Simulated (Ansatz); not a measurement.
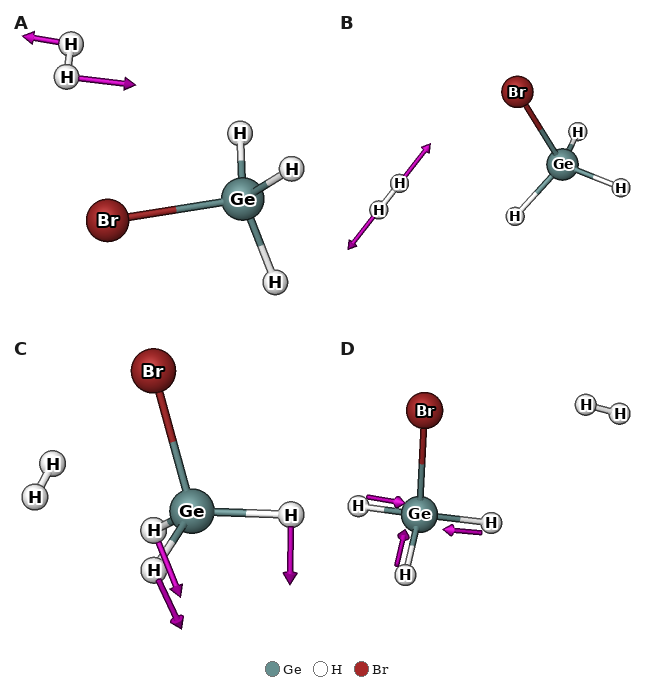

4 normal modes of one molecule or complex, as arrows. Harmonic vibrations computed with RKS PBE0-D4/def2-TZVP (Ansatz 0.2.0) at a stationary point of the same level.

> Match the panels to the wavenumbers 206 cm⁻¹, 831 cm⁻¹, 2177 cm⁻¹, 4396 cm⁻¹.

A: 206 cm⁻¹
B: 4396 cm⁻¹, H–H stretching
C: 831 cm⁻¹, Br–Ge–H bending
D: 2177 cm⁻¹, in-phase stretching of 3 Ge–H bonds
